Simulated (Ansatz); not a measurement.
# SiH2Cl2O: frequency calculation

System: SiH2Cl2O.
Method: RKS B3LYP/def2-SVP (Ansatz 0.2.0).

It belongs to a series of runs on one base structure; here: vibrations at the highest image of the band.

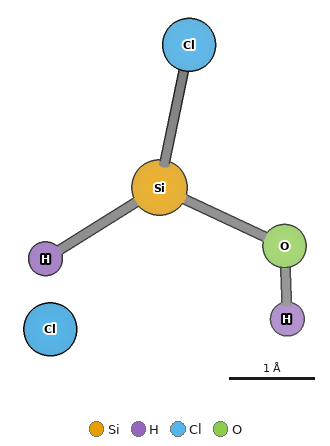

*The structure as given in the input (ball-and-stick view, seen at a tilt).*

The input:
```yaml
crystal:
  periodic: [false, false, false]
  atoms:
    - { symbol: Si, position_ang: [-0.475803, 0.149149, 0.343656] }
    - { symbol: H, position_ang: [0.668332, 0.15801, 1.465004] }
    - { symbol: Cl, position_ang: [2.116662, -0.182659, 0.728736] }
    - { symbol: Cl, position_ang: [-0.676351, 1.67277, -1.029515] }
    - { symbol: O, position_ang: [-0.929373, -1.209616, -0.47334] }
    - { symbol: H, position_ang: [-0.816767, -2.056956, -0.01994] }
basis:
  gaussian: { orbitals: def2-SVP }
hamiltonian:
  xc: b3lyp
phonons: {}
```

Machine: 1 thread of Arm Neoverse V1, 24 GiB of memory available, shared host.

Launch command:
```bash
ansatz run input.yaml --threads 1 --pin off --max-ram 2048MiB --backend cpu --events-out ev --progress --plain --runs-dir out
```

The program's output:
```
Engine: ansatz 0.2.0, aarch64-unknown-linux-gnu
Functional definition: B3LYP
  parameter a0 = 0.2
  parameter ax = 0.72
  parameter ac = 0.81
  exchange = (1 - a0 - ax)*slater_x + ax*b88_x + a0*exact_x
  correlation = (1 - ac)*vwn_rpa_c + ac*lyp_c
766 factors; integrals over basis functions are off by at most 2.7e-4 eV
mean field evaluation 1: about -34988.0299 eV, gradient 5.1e1 eV
mean field evaluation 2: about -34971.3069 eV, gradient 1.0e2 eV
mean field evaluation 4: about -34992.6313 eV, gradient 7.4e0 eV
mean field evaluation 8: about -34992.8097 eV, gradient 2.8e-1 eV
mean field evaluation 16: about -34992.8100 eV, gradient 1.5e-5 eV
mean field -34992.80995085 eV, -1285.9620467152 hartree, gradient 1.5e-5 eV, S^2 0.000000; 0 other end points of the search recorded, 0 dependent functions left out
the calculation of the forces begins
reference -34992.81016271 eV, -1285.9620545010 hartree; 29, 29 occupied and 49, 49 virtual orbitals, 766 factors
these checks for a lower state are left out or cut short: stability, starts, cluster_reference, orbital_swaps, neighbouring_geometries, increment
766 factors; integrals over basis functions are off by at most 2.7e-4 eV
mean field -34992.80993096 eV, -1285.9620459844 hartree, gradient 1.6e-6 eV, S^2 0.000000; 0 other end points of the search recorded, 0 dependent functions left out
[... from here on the field's lines of each further geometry are left out, up to the last ...]
the calculation of the forces begins
reference -34992.81012494 eV, -1285.9620531131 hartree; 29, 29 occupied and 49, 49 virtual orbitals, 766 factors
these checks for a lower state are left out or cut short: stability, starts, cluster_reference, orbital_swaps, neighbouring_geometries, increment
766 factors; integrals over basis functions are off by at most 2.7e-4 eV
mean field -34992.80991494 eV, -1285.9620453954 hartree, gradient 1.3e-6 eV, S^2 0.000000; 0 other end points of the search recorded, 0 dependent functions left out
the calculation of the forces begins
reference -34992.81012680 eV, -1285.9620531812 hartree; 29, 29 occupied and 49, 49 virtual orbitals, 766 factors
WARN: phonons: modes at or below zero, which the zero-point energy, F, S and C_V leave out: 1, the lowest at -914.39 cm⁻¹. A minimum has none, and a first-order saddle one
Total energy: -34992.81016271 eV, -1285.9620545010 hartree
Atom 0 at    -0.475803     0.149149     0.343656 Å, force    -0.000717    -0.000228    -0.001270 eV/Å
Atom 1 at     0.668332     0.158010     1.465004 Å, force    -0.000435     0.000073    -0.000367 eV/Å
Atom 2 at     2.116662    -0.182659     0.728736 Å, force     0.000639    -0.000197     0.000090 eV/Å
Atom 3 at    -0.676351     1.672770    -1.029515 Å, force     0.000015    -0.000815     0.000763 eV/Å
Atom 4 at    -0.929373    -1.209616    -0.473340 Å, force     0.000645     0.000753     0.001135 eV/Å
Atom 5 at    -0.816767    -2.056956    -0.019940 Å, force    -0.000146     0.000414    -0.000351 eV/Å
Dipole moment:    -0.481466    -0.290924     0.250051 e Å
Vibrations: -914.39 74.74 148.28 260.97 328.71 435.64 558.41 665.44 789.15 916.28 1609.60 3839.56 cm⁻¹, zero-point energy 0.596784 eV
```

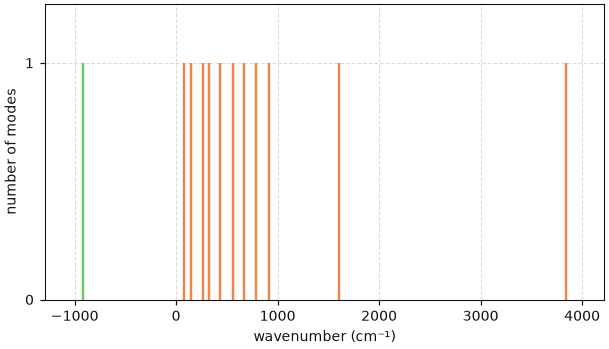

*Harmonic vibrational wavenumbers from the force constants; neighbouring modes closer than 22 cm⁻¹ are counted in one stick, and imaginary ones are drawn at negative wavenumbers.*

12 modes from 914i to 3840 cm⁻¹, 1 imaginary beyond 8i (914i cm⁻¹): a first-order saddle point, if the geometry is stationary.

Summary:

```json
{"quantity": "outcome", "value": "converged"}
{"quantity": "total energy", "value": "−34992.8102 eV"}
{"quantity": "mean-field energy", "value": "−34992.8102 eV"}
{"quantity": "largest force (length of the vector)", "value": "0.002 eV/Å"}
{"quantity": "wall time", "value": "69 s"}
{"quantity": "peak memory", "value": "0.15 GiB"}
```
